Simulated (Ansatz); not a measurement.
```json
{"atom": "B", "x (Å)": "-1.6288", "y (Å)": "-0.8523", "z (Å)": "2.0151"}
{"atom": "F", "x (Å)": "-0.6866", "y (Å)": "-1.0014", "z (Å)": "2.9219"}
{"atom": "N", "x (Å)": "-1.7994", "y (Å)": "0.5237", "z (Å)": "1.4344"}
{"atom": "O", "x (Å)": "-2.4028", "y (Å)": "-1.8085", "z (Å)": "1.5150"}
{"atom": "Sn", "x (Å)": "-0.6362", "y (Å)": "0.7420", "z (Å)": "-0.5286"}
{"atom": "H", "x (Å)": "-2.2936", "y (Å)": "-2.7007", "z (Å)": "1.8787"}
{"atom": "H", "x (Å)": "-1.4826", "y (Å)": "1.2520", "z (Å)": "2.0838"}
{"atom": "H", "x (Å)": "-2.7845", "y (Å)": "0.7071", "z (Å)": "1.2119"}
{"atom": "H", "x (Å)": "0.5349", "y (Å)": "-0.4566", "z (Å)": "-0.2460"}
{"atom": "H", "x (Å)": "-0.1546", "y (Å)": "2.3636", "z (Å)": "-0.3733"}
{"atom": "H", "x (Å)": "-1.8903", "y (Å)": "0.3776", "z (Å)": "-1.6131"}
```

Geometry: B3LYP-D3(BJ)/def2-SVP; core potentials replace the inner electrons of Sn.

Method: isolated molecule in a Gaussian basis; Kohn-Sham density functional theory, functional PBE0 in Ansatz 0.2.0.

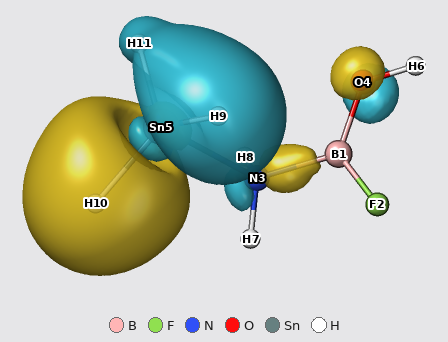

BFH6NOSn (SMILES OB(F)[NH2+][SnH3]) (charge +1). The HOMO at ±0.08 Å⁻³ᐟ² (yellow and cyan are the two phases), seen at a tilt.

What is the character of this orbital?

Answer. Its weight (Hirshfeld) is mainly on Sn5 (about 45 %), H10 (about 30 %) and H9 (about 20 %). Its energy is −14.45 eV.
